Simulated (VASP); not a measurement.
Band structure of KSb2 (space group C2/m). All values below come from LDA (Ceperley-Alder, Perdew-Zunger), VASP's LDA PAW potentials (set 64) (plane waves; VASP).

Unless said otherwise, spin-orbit coupling is left out, though it shifts the bands of the heavy elements here.

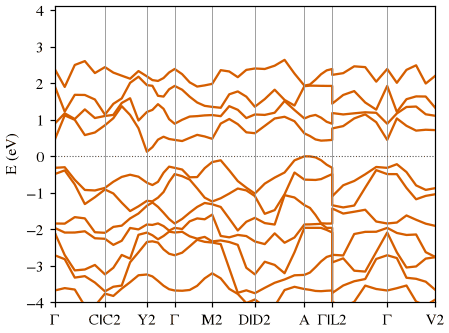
Figure. Bands along high-symmetry lines, zero at the valence-band maximum or, without a gap, the Fermi level

Task: Read the plot: is there a gap, and where are the band edges?

Result: The gap is indirect, 0.12 eV, from the valence maximum at A to the conduction minimum at Y2.

The structure comes from a computed database's KSb2 entry; how it stands against other phases isn't given here. The cell was not relaxed at this level. The k-mesh is coarse (spacing up to 0.51 per Å, 2π included), so the numbers may not be converged in it.
